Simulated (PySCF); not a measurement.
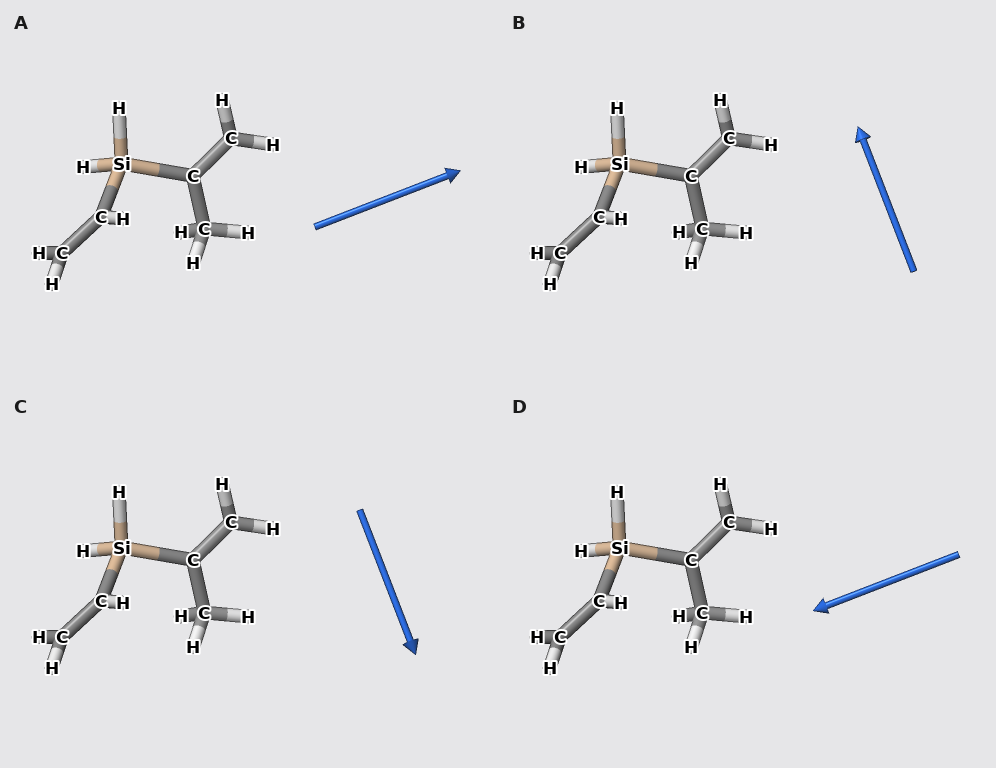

The same molecule four times, each with an arrow. The computed structure is the end point of a PBE0-D3(BJ)/def2-SVP optimisation. No frequency run is at hand to confirm it as a minimum. Level of theory: PBE0/def2-TZVP, gas phase (PySCF 2.14.0).

Which arrow points along the dipole moment, from the negative to the positive end?

C. The dipole moment is 0.88 D.
